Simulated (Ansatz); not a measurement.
## Optical response of C

Aim: the dielectric function of C, and the optical constants that follow from it.

Calculated with Ansatz 0.2.0; DFT, PBE, plane-wave PAW, default files, scalar-relativistic, independent-particle optical response without local fields.

## Step 1: Starting point

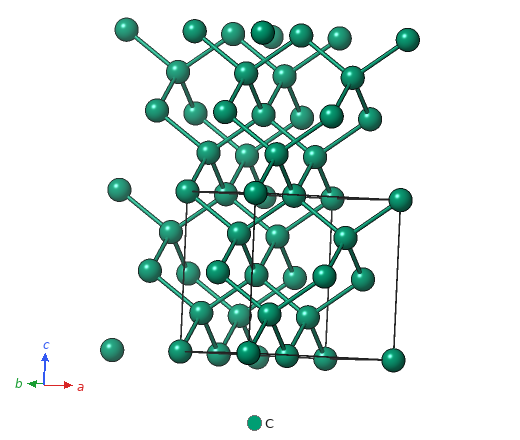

Start, viewed slightly off an axis; carbon teal. 1×2×2 cells are drawn. This picture shows the conventional cell, with its axes. Bonds to atoms that aren't drawn are left out. Some periodic images of atoms are drawn too.

## Step 2: Ground state and bands

The self-consistent density comes first; it also tells whether there is a gap, which decides the occupations and the need for a Drude term.

This step: DFT, PBE, plane-wave PAW, default files, scalar-relativistic, ground state (Ansatz 0.2.0).

The input, input.yaml:

```yaml
crystal:
  lattice:
    - [0.0, 1.78337, 1.78337]
    - [1.78337, 0.0, 1.78337]
    - [1.78337, 1.78337, 0.0]
  atoms:
    - { symbol: C, position: [0.75, 0.75, 0.75] }
    - { symbol: C, position: [0.5, 0.5, 0.5] }
kpoints:
  mp_grid: { grid: [11, 11, 11] }
  band_path:
    path:
      - [[0.0, 0.0, 0.0], [0.5, 0.0, 0.5], [0.5, 0.25, 0.75], [0.375, 0.375, 0.75], [0.0, 0.0, 0.0], [0.5, 0.5, 0.5], [0.625, 0.25, 0.625], [0.5, 0.25, 0.75], [0.5, 0.5, 0.5], [0.375, 0.375, 0.75]]
      - [[0.625, 0.25, 0.625], [0.5, 0.0, 0.5]]
    npoints: 6
scf:
  occupations: { method: fermi_dirac, width: 0.05 }
  n_extra_bands: 6
hamiltonian:
  xc: pbe
  pseudopotentials: { kind: paw }
output:
  forces: true
  stress: true
  populations: true
  write_bands: true
  write_density: true
  write_potential: true
  elf: true
  volumetric_format: npy
```

The run is started by

```
$ ansatz run input.yaml --threads 4 --pin off --max-ram 8192MiB --backend cpu --events-out ev --progress --plain --runs-dir out
```

Numbers of over 12 decimals in the logs are rounded to 6 here.

Output:

```text
scf.n_extra_bands = 6 over 4 filled bands (N_el = 8.0): the run solves 10 bands
Engine: ansatz 0.2.0, aarch64-unknown-linux-gnu
Pseudopotentials: kind: paw
Pseudopotential: C, paw, valence charge 4, recommended cutoff 420 eV (normal), C.paw.azcp
Functional definition: PBE
  parameter kappa = 0.804
  parameter beta = 0.066725
  exchange = pbe_x(kappa = kappa, mu = beta*pi^2/3)
  correlation = pbe_c(beta = beta)
Crystal: 2 atoms, lattice volume = 11.344 Å³
Basis set: ecut = 420 eV, 229 PW (Γ), exchange–correlation on 36×36×36 points (8 copies of the dense FFT grid, shifted against one another)
Bands: 10, of which v1, the nominal top of the filled ones, is band 4 counted from 1 (3 counted from 0)
Symmetry: 48 space group operations
Space group: Fd-3m (ITA 227), of the structure as read, at distance tolerance 2.2e-5 Å
k-points: 56 of 1331
Non-local potential: C, projectors of the file, l = 0: 2, l = 1: 2, l = 2: 1
PAW form: soft (Blöchl's): semilocal exchange-correlation on the pseudo side does not see the compensation charge
PAW one-centre angular grid: C, 110 points (default); XC on 64 Gauss nodes
Initial density: superposition of atomic densities (neutral atoms: chi_scale 0, normalization atom), corrected by the library's trained network
Initial wavefunctions: pseudopotential atomic-orbital guess
Functional: x = pbe(κ = 0.804, μ = 0.219515), c = pbe(β = 0.066725)
SCF iter   1: F=—  HF=-501.615361 eV  |F-HF|=—  |Δ(HF+E_count)|=         —  Δρ=1.73e-3  dr2=8.24e-5  ethr=1.77e-3  ⟨swp⟩=4.8  Hψ=3235  notcnv=0  defer=2
preconditioner: auto → none  [insulator: Δε(μ)=4.144 eV  Ē_g=23.214 eV  σ=0.050 eV  W_gap=1.00  n_scr=0 (ndim 8)  ℏωp=31.2 eV  f_vac=0.000  D(μ)=0.00/eV (n_scr^D=0)  ε∞_Penn≈2.8]
SCF iter   2: F=—  HF=-501.615426 eV  |F-HF|=—  |Δ(HF+E_count)|=   6.52e-5  Δρ=9.31e-4  dr2=2.95e-5  ethr=1.03e-6  ⟨swp⟩=2.1  Hψ=1209  notcnv=0  defer=30
SCF iter   3: F=—  HF=-501.615477 eV  |F-HF|=—  |Δ(HF+E_count)|=   5.11e-5  Δρ=2.23e-4  dr2=3.85e-6  ethr=3.68e-7  ⟨swp⟩=2.0  Hψ=678  notcnv=0  defer=30
SCF iter   4: F=—  HF=-501.615476 eV  |F-HF|=—  |Δ(HF+E_count)|=   1.15e-6  Δρ=8.79e-5  dr2=5.97e-7  ethr=4.81e-8  ⟨swp⟩=1.6  Hψ=546  notcnv=0  defer=30
iter 5 did not close the SCF: its close was put off for the readings that it lacked (scf_convergence_deferred on its scf_iter line)
SCF iter   5: F=-501.615476 eV  HF=-501.615476 eV  |F-HF|=4.39e-10  |Δ(HF+E_count)|=   2.03e-7  Δρ=2.23e-6  dr2=1.77e-10  ethr=7.46e-9  ⟨swp⟩=2.4  Hψ=684  notcnv=0  defer=30
SCF iter   6: F=-501.615476 eV  HF=-501.615476 eV  |F-HF|=8.53e-12  |Δ(HF+E_count)|=  5.46e-10  Δρ=4.68e-7  dr2=2.18e-11  ethr=2.22e-12  ⟨swp⟩=6.4  Hψ=2796  notcnv=0
SCF 1 converged in 6 iterations: F = -501.615476 eV  dr2 = 2.18e-11
  greatest PAW one-centre occupation: 0.644 electrons in one spin orbital (limit 2), on the C atom at site 1 (counted from 0), in its partial waves of l = 0
NSCF: frozen V_eff on 62 k-points
SCF converged after 6 iterations
Free energy (F): -501.615476 eV
Harris-Foulkes:  -501.615476 eV  (|F-HF|=8.53e-12)
Internal energy: -501.615476 eV  (E = F + TS)
E sigma→0 (E₀):  -501.615476 eV
Fermi energy:    15.366689 eV
--- Per-component energies (eV) ---
  E_band       = 34.706679
  E_kinetic    = 184.535915
  E_local      = -122.400120  (includes V_loc(G=0)·N_el)
  E_nonlocal   = 53.316545
  E_hartree    = 26.768518
  E_xc         = -97.431391
  E_vxc        = -120.957094  (∫ρ·V_xc dr)
  E_paw        = -198.443597  (= ΣΔE_a)
  E_vpaw       = -13.325661  (= ΣTr[D̂ρ^β])
  E_aug_tail   = 0.000018  (compensation charges beyond the density's cutoff)
  E_ewald      = -347.961363
  E_smearing   = -0.000000  (= −TS)
  E_closure    = -0.000000  (closes the sum)
  Σ components = -501.615476   (vs F -501.615476, Δ=0.00e0)
--- Forces (eV/Å), atoms counted from 1 ---
  atom   1  C     -0.00000000     0.00000000    -0.00000000
  atom   2  C     -0.00000000     0.00000000     0.00000000
  max |Σ_I F_I| component: 3.70e-17 eV/Å
--- Stress (GPa, compression-positive) ---
        1.772141      -0.000000      -0.000000
       -0.000000       1.772141       0.000000
       -0.000000      -0.000000       1.772141
  P = ⅓ Tr σ = 1.7721 GPa (17.721 kbar)
--- Band table (eV; the first three rows and the last of 56) ---
  k-point 0: bands = ["-8.1626", "13.3165", "13.3165", "13.3165", "18.9104", "18.9104", "18.9104", "26.5945", "32.5704", "39.8360"]
  k-point 1: bands = ["-7.9338", "11.8896", "12.9387", "12.9387", "19.4055", "19.4055", "19.7282", "26.7927", "32.9469", "37.5178"]
  k-point 2: bands = ["-7.2511", "9.0504", "12.1532", "12.1532", "20.4251", "20.4251", "20.8734", "27.3559", "33.6726", "35.9435"]
  k-point 55: bands = ["0.6519", "1.8260", "4.4047", "5.9885", "22.4582", "24.6234", "25.9138", "26.2991", "33.3759", "35.6722"]
--- Löwdin populations: 2 sites ---
  site symbol       q [e]
     0      C      3.9861
     1      C      3.9861
  spilling = 0.003486 (of n_electrons = 8.000000)
```

Elapsed: 0.38 s, on 4 threads of Arm Neoverse V1, shared host; peak memory 0.24 GiB.

Read-outs, printed or worked out from the files:

- free energy: -501.6155 eV
- Fermi energy: 15.37 eV
- gap by band count: 4.136 eV
- electrons: 8
- symmetry operations: 48
- pressure: 1.772 GPa
- gap on the k-mesh: 4.136 eV
- volume: 11.34 Å³
- gap on the path: 4.160 eV
- least direct gap on the path: 5.594 eV

There is a gap, 4.16 eV on the path, so no carriers' term is needed. The cell is left with a pressure of 1.8 GPa, as it stands unrelaxed at this level.

The electronic bands at the labelled points (eV, zero at the Fermi level; v1 is the highest filled band, c1 the lowest empty one):

```tsv
point	v3	v2	v1	c1	c2	c3	c4
Γ	-2.05	-2.05	-2.05	3.54	3.54	3.54	11.23
X	-14.82	-8.36	-8.36	2.72	2.72	14.75	14.75
W	-14.03	-10.38	-10.38	8.57	8.57	10.25	10.25
K	-13.79	-11.37	-7.42	3.63	8.69	12.31	13.56
Γ	-2.05	-2.05	-2.05	3.54	3.54	3.54	11.23
L	-15.43	-4.86	-4.86	6.42	6.42	6.78	13.63
U	-13.79	-11.37	-7.42	3.63	8.69	12.31	13.56
W	-14.03	-10.38	-10.38	8.57	8.57	10.25	10.25
L	-15.43	-4.86	-4.86	6.42	6.42	6.78	13.63
K	-13.79	-11.37	-7.42	3.63	8.69	12.31	13.56
jump to U	-13.79	-11.37	-7.42	3.63	8.69	12.31	13.56
X	-14.82	-8.36	-8.36	2.72	2.72	14.75	14.75
```

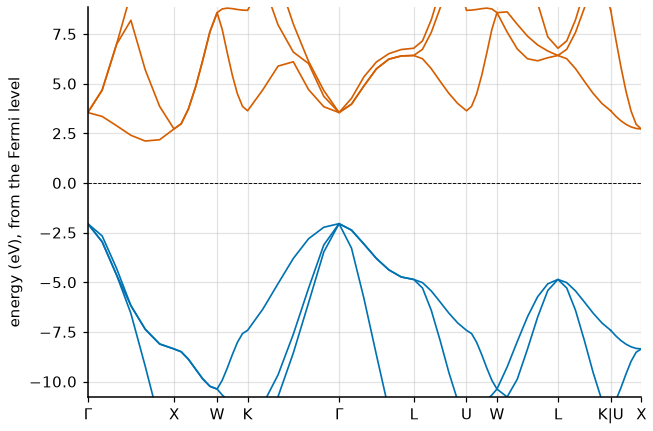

Electronic bands along the path; lines of filled and empty bands in two colours.

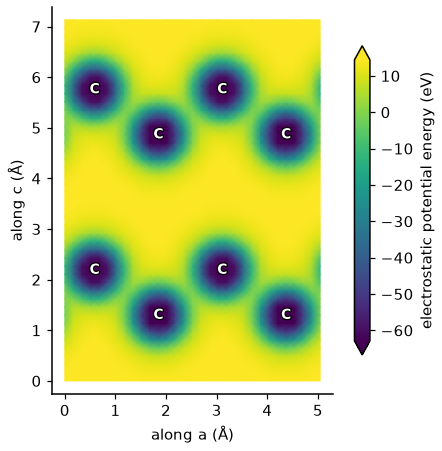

Electrostatic potential energy in the ac plane of a cell with a along [110], b along [-110] and c along [001] of the cube at fractional y = 0.000, with atoms of C within 0.2 Å of it. With pseudopotentials it is smooth inside the atoms' cores, unlike the true potential. The map starts off the cell's origin, so that atoms lie inside it.

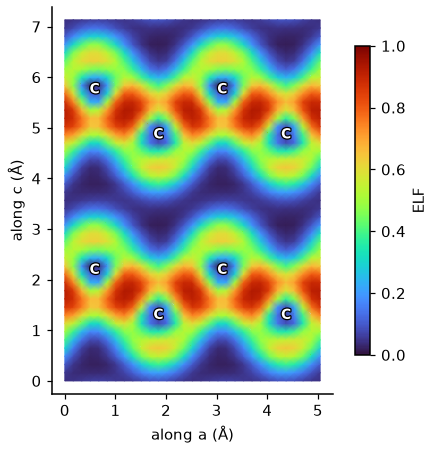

ELF in the ac plane of a cell with a along [110], b along [-110] and c along [001] of the cube at fractional y = 0.000, with atoms of C within 0.2 Å of it. It is the smooth field of the valence electrons, not physical close to the nuclei. The map starts off the cell's origin, so that atoms lie inside it.

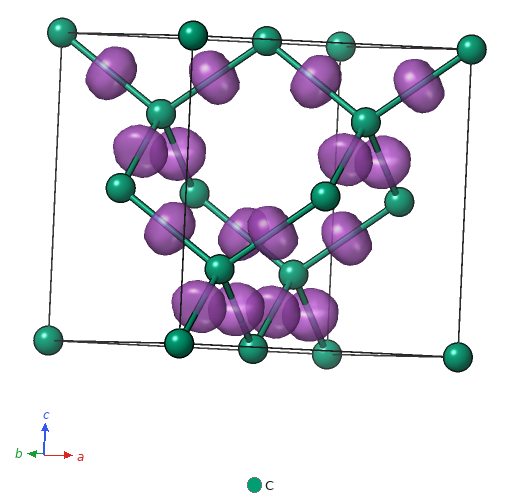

Surface of ELF = 0.85. Bonds to atoms that aren't drawn are left out.

## Step 3: Spectrum

The spectrum is a sum over vertical transitions between filled and empty bands at the fixed density, so many empty bands are needed.

This step: DFT, PBE, plane-wave PAW, default files, scalar-relativistic, independent-particle optical response without local fields (Ansatz 0.2.0).

input.yaml, the sections that differ from step 2:

```yaml
kpoints:
  mp_grid: { grid: [11, 11, 11] }
scf:
  occupations: { method: fixed }
output:
  optics:
    e_range: [0, 22]
    de: 0.05
    sigma: 0.2
    nscf_kmesh: { grid: [18, 18, 18] }
    bands: { spectra_wanted_up_to: 22 }
# crystal, hamiltonian: as in step 2
```

Output:

```text
[...]
Crystal: 2 atoms, lattice volume = 11.344 Å³
Basis set: ecut = 420 eV, 229 PW (Γ)
Bands: 8, of which v1, the nominal top of the filled ones, is band 4 counted from 1 (3 counted from 0)
Symmetry: 48 space group operations
[...]
k-points: 56 of 1331
[...]
SCF iter   1: F=—  HF=-501.615339 eV  |F-HF|=—  |Δ(HF+E_count)|=         —  Δρ=1.77e-3  dr2=9.64e-5  ethr=1.77e-3  ⟨swp⟩=3.9  Hψ=2647  notcnv=0  defer=88
[...]
SCF iter   7: F=-501.615474 eV  HF=-501.615474 eV  |F-HF|=1.71e-13  |Δ(HF+E_count)|=  1.59e-12  Δρ=6.40e-8  dr2=3.01e-13  ethr=1.00e-12  ⟨swp⟩=3.1  Hψ=1580  notcnv=0
SCF 1 converged in 7 iterations: F = -501.615474 eV  dr2 = 3.01e-13
[...]
NSCF: frozen V_eff on 195 k-points
[...]
output.optics: what the bands over the 13 summed would add to eps1, eps2 and the energy-loss function is held between a lower and an upper bound (5 Lanczos steps). eps1, eps2 and their loss function (loss_summed_bands) are given on every row as the summed bands alone make them. Along an axis, on a row where the two bounds hold the loss function to about 1 % of the greater of itself and 0.5 % of |1/eps|, its cell (loss_completed) is given, with the completed eps1 and eps2 that it is formed of (a cell that is left empty reads nan in the table and null in the record). The two bounds hold it so along every axis on all 441 rows up to 22.000 eV. [rest of the remark cut]
SCF converged after 7 iterations
Free energy (F): -501.615474 eV
[...]
Internal energy: -501.615474 eV  (E = F + TS)
E sigma→0 (E₀):  -501.615474 eV
Fermi energy:    13.316472 eV
[...]
--- Band table (eV; the first three rows and the last of 56) ---
[...]
```

Wall time 2.7 s (4 threads); peak memory 0.44 GiB; 9.1 s of CPU time.

Numbers from this step:

* electronic dielectric constant ε∞, mean over x, y and z (by symmetry where fewer were run): 5.958
* absorption onset, first axis (α over 10⁴ cm⁻¹, or the direct gap if that lies higher): 5.594 eV
* main peak of Im epsilon, first axis: 11.15 eV
* least direct gap on the mesh: 5.594 eV
* bands summed: 13
* spectra valid up to: 26.89 eV
* program's estimate of the k-sum error in Im epsilon: 0.05 %
* electrons in the f-sum: 6.918

The Im ε, any direction has structure finer than the step of the table below, so its rows give means over 2 eV, whole bins alone (the curve runs from 0 to 22 eV). Peaks (eV: height): 11.2: 29.1.

The Im ε, any direction by photon energy; means over each step:

```tsv
photon energy (eV)	Im ε, any direction
4	0
6	1.56
8	4.05
10	9.17
12	14.6
14	5.65
16	3.36
18	1.83
20	1.02
```

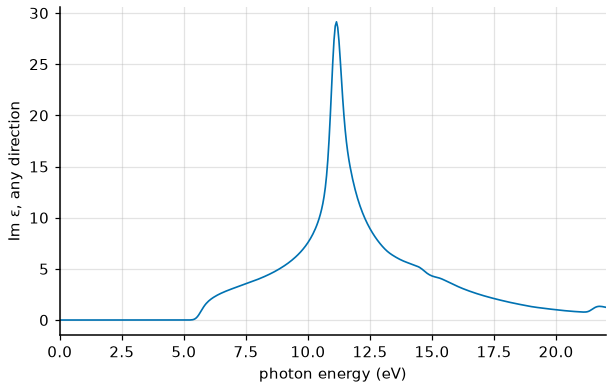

Im ε, any direction, plotted against photon energy.

Re ε, any direction against photon energy:

```tsv
photon energy (eV)	Re ε, any direction
0	5.96
2	6.15
4	6.89
6	9.38
8	9.08
10	11.4
12	-5.54
14	-3.24
16	-2.97
18	-2.12
20	-1.22
22	-0.623
```

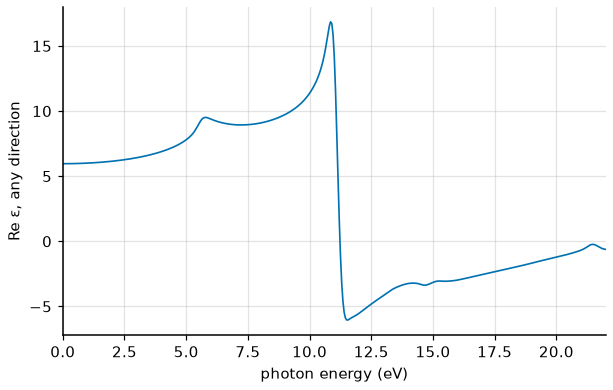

Re ε, any direction, plotted against photon energy.

Values under 1 per cm are given as 1. Table of absorption coefficient, any direction by photon energy:

```tsv
photon energy (eV)	absorption coefficient, any direction (1/cm)
0.00	1
2.00	1
4.00	1
6.00	1.8e5
8.00	5.3e5
10.00	1.1e6
12.00	3.7e6
14.00	3.1e6
16.00	3.1e6
18.00	2.9e6
20.00	2.4e6
22.00	2.2e6
```

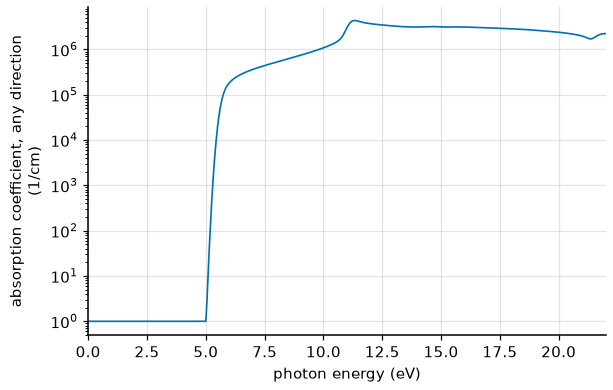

Absorption coefficient, any direction, plotted against photon energy.

Table of reflectivity at normal incidence, any direction by photon energy; read off at these points:

```tsv
photon energy (eV)	reflectivity at normal incidence, any direction (%)
0.0	17.5
2.0	18.1
4.0	20.1
6.0	26.4
8.0	27.8
10.0	34.9
11.4	60.1
12.0	56.8
14.0	49.2
16.0	52.0
18.0	53.4
18.8	53.5
20.0	50.6
22.0	31.7
```

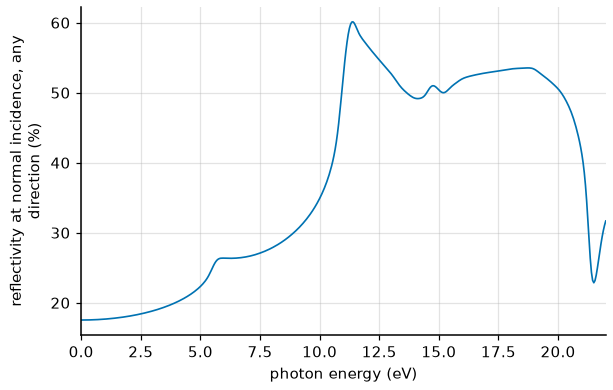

Reflectivity at normal incidence, any direction, plotted against photon energy.

The loss function −Im 1/ε at q → 0, any direction has structure finer than the step of the table below, so its rows give means over 2 eV, whole bins alone (the curve runs from 0 to 22 eV). Peaks (eV: height): 21.3: 1.00.

Table of loss function −Im 1/ε at q → 0, any direction by energy loss; means over each step:

```tsv
energy loss (eV)	loss function −Im 1/ε at q → 0, any direction
4	0
6	0.0174
8	0.0400
10	0.0387
12	0.0676
14	0.130
16	0.170
18	0.236
20	0.433
```

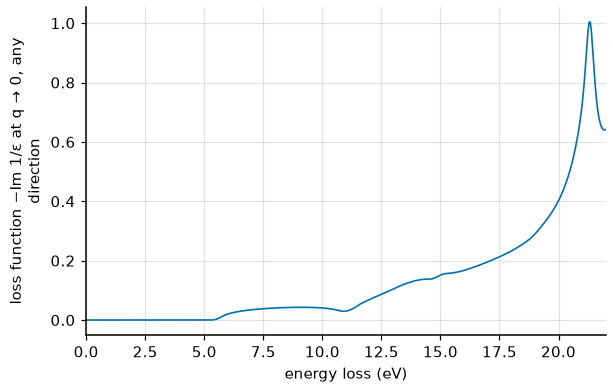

Loss function −Im 1/ε at q → 0, any direction, plotted against energy loss.

(Continued in part 2 of 2.)

[Logs are printed without paths, hosts, clocks, repeated set-up lines and the standing remarks that a program may print on its own settings, such as how far it seeks lower states.]

[Hosts, paths, dates, database ids (printed as entryN), source tags and the programs' standing remarks are cut or masked in the printed files.]
